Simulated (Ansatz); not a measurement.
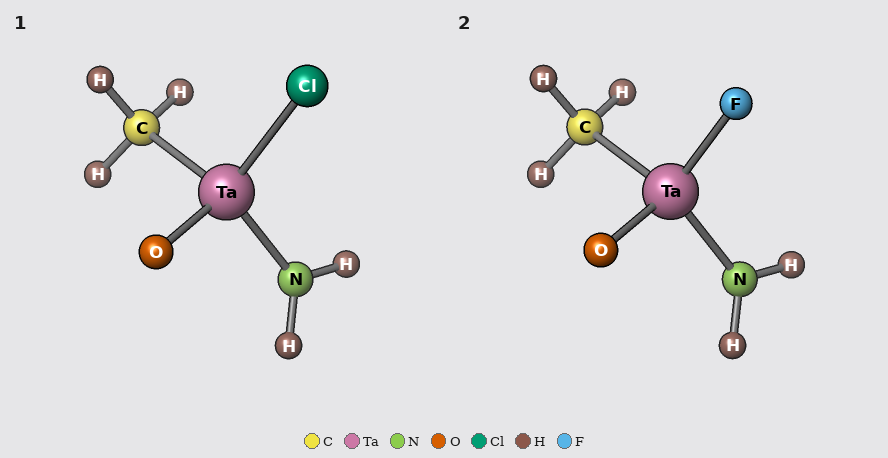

2 molecules with one skeleton, seen from the same side and at one scale. Each species is neutral and a spin singlet. Computed geometries: PBE0-D4/def2-TZVP optimisations, one conformation each. Properties computed with Ansatz 0.2.0. Elements past Kr carry core potentials.

One atom differs, called X below: Cl in panel 1, F in panel 2. Their formulas are CH5ClNOTa (`[CH3][Ta@]([NH2])(=[O])[Cl]`), CH5FNOTa (`[CH3][Ta@]([NH2])(=[O])[F]`).

Question: In which is the length of X–Ta larger (PBE0-D4/def2-TZVP)?

Answer: In panel 1 (X = Cl).

Give the values. With PBE0-D4/def2-TZVP: length of X–Ta (Å), angle C–Ta–X (°). With ωB97M-V/def2-TZVPP: dipole moment (D), HOMO energy (Kohn–Sham orbital) (eV), HOMO–LUMO gap (eV).

| quantity | 1 (Cl) | 2 (F) | 2 − 1 |
| --- | --- | --- | --- |
| length of X–Ta (Å) | 2.323 | 1.891 | −0.432 |
| angle C–Ta–X (°) | 109.2 | 108.3 | −0.9 |
| dipole moment (D) | 3.67 | 3.74 | +0.07 |
| HOMO energy (Kohn–Sham orbital) (eV) | −10.71 | −10.68 | +0.03 |
| HOMO–LUMO gap (eV) | 11.28 | 11.58 | +0.30 |
